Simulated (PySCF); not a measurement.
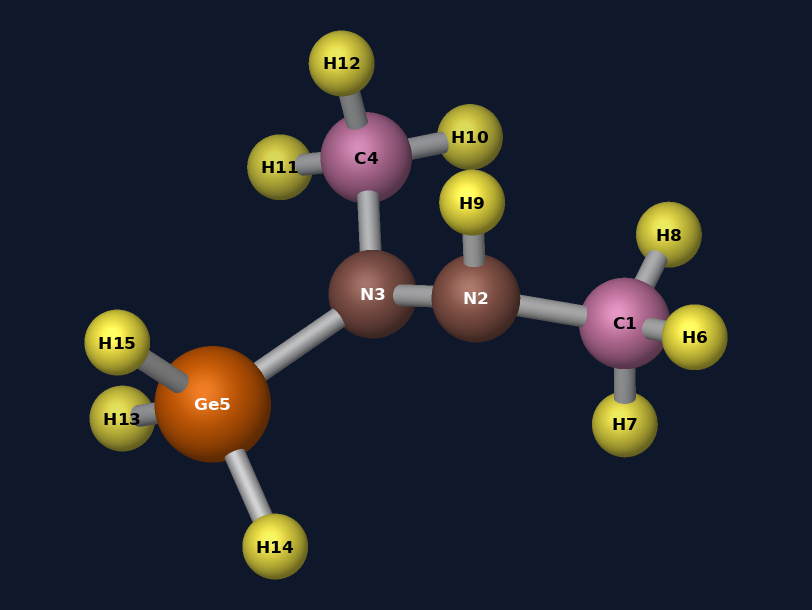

The geometry was computed by an optimisation with GFN2-xTB. No frequency run is at hand to confirm it as a minimum. Properties computed with B3LYP/pcJ-1 (pcSseg-1 on Ge) indirect spin-spin coupling, non-relativistic, gas phase (PySCF 2.14.0). Isotopes: 13C, 1H, 15N.

Give the spin–spin coupling constants of these pairs, with the number of bonds between them: C1/N2, N2/H9, N2/N3, N3/C4, N3/H9, N3/H11, N3/H14, N2/H12, N2/H11, N2/H10, N2/H13, N3/H7.

```json
{"pair": "C1, N2", "bonds apart": "1", "J (Hz)": "−4.4"}
{"pair": "N2, H9", "bonds apart": "1", "J (Hz)": "−69.2"}
{"pair": "N2, N3", "bonds apart": "1", "J (Hz)": "−9.3"}
{"pair": "N3, C4", "bonds apart": "1", "J (Hz)": "−3.6"}
{"pair": "N3, H9", "bonds apart": "2", "J (Hz)": "0.7"}
{"pair": "N3, H11", "bonds apart": "2", "J (Hz)": "−2.6"}
{"pair": "N3, H14", "bonds apart": "2", "J (Hz)": "−6.8"}
{"pair": "N2, H12", "bonds apart": "3", "J (Hz)": "−1.0"}
{"pair": "N2, H11", "bonds apart": "3", "J (Hz)": "−3.5"}
{"pair": "N2, H10", "bonds apart": "3", "J (Hz)": "−0.5"}
{"pair": "N2, H13", "bonds apart": "3", "J (Hz)": "−9.4"}
{"pair": "N3, H7", "bonds apart": "3", "J (Hz)": "−1.2"}
```

The geometry is semi-empirical. Around Ge such bond lengths and angles can be off by a tenth of an ångström or more and by several degrees, and values that hang on the shape move with them.
